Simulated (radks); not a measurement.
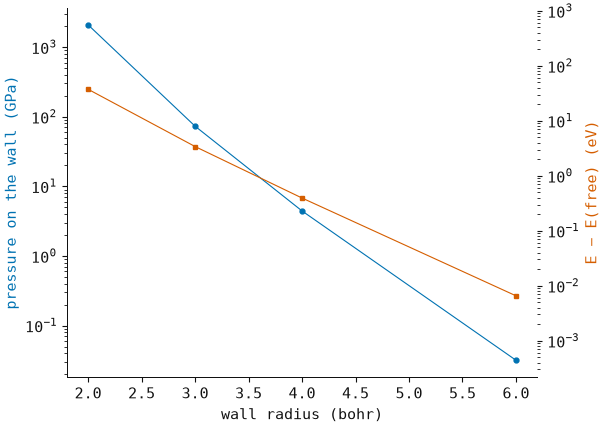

Atomic neon (Ne); electrons: [He] 2s2 2p6. It is put inside a hard spherical wall of varying radius. Theory: non-relativistic Kohn-Sham, LDA (Slater exchange, VWN5 correlation), spin-polarised, spherical densities, point nucleus (computed with the in-house radial solver radks). The plot shows the pressure on the wall (left axis) and the energy above the free species (right axis).

How do pressure and energy grow as the wall closes in?

Answer. The pressure grows from 0.032 GPa at 6 bohr through 4.4 GPa at 4 bohr to 2100 GPa at 2 bohr, and the energy above the free species from 0.00655 eV through 0.394 eV to 37.5 eV. The pressure is −dE/dV with V = 4πR³/3.
